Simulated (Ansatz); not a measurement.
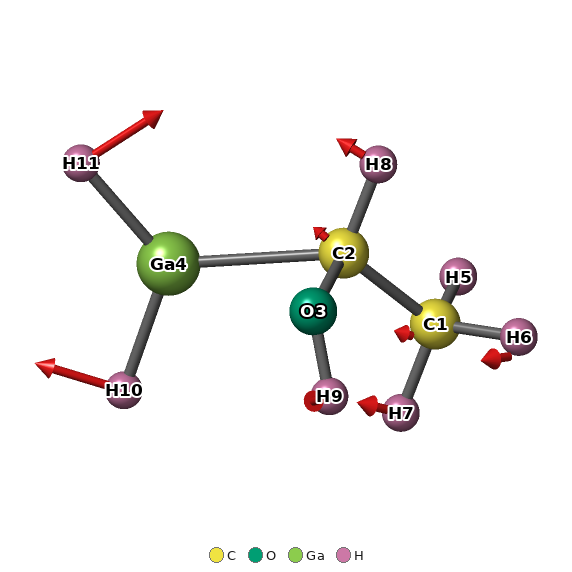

The arrows show one normal mode. Harmonic vibrations computed with RKS PBE0-D4/def2-TZVP (Ansatz 0.2.0) at a stationary point of the same level.

What kind of motion is it?

Answer. Mostly C–Ga–H bending.

Estimate its harmonic wavenumber.

Answer. 478 cm⁻¹; it is mode 7 of 27 counted from the lowest.
